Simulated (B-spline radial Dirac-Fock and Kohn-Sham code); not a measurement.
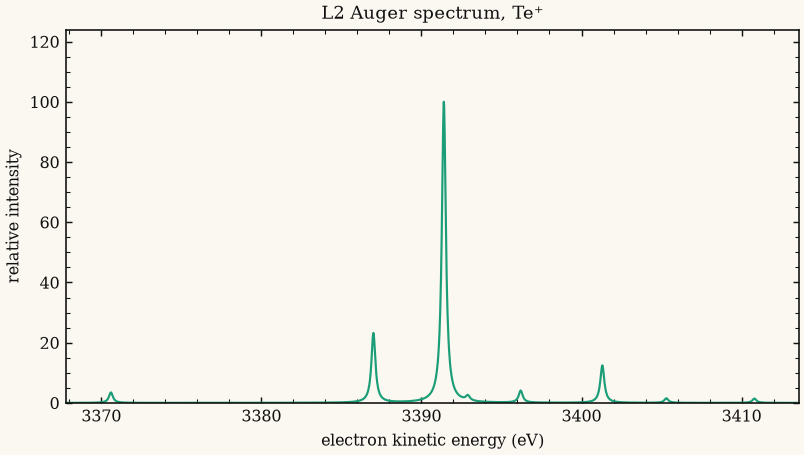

The Auger multiplet of an L2 hole with both final holes in M45, broadened by 0.30 eV full width. Kinetic energies count from the vacuum level; very weak lines are left out. Lines are named by their largest jj component, which in light atoms can differ from the customary names. It refers to the ion Te⁺ in the configuration [Kr] 4d10 5s2 5p3, inside a Watson sphere of charge −1 and radius 2.4 Å that stands in for a crystal. Method: Dirac–Fock ΔSCF energies in intermediate coupling of the two holes, Coulomb rates, valence shells as spectators (computed with a radial B-spline solver).

**Which line is strongest?**

L2-M4M5 J=4 at 3.391 keV, 68 % of the multiplet.
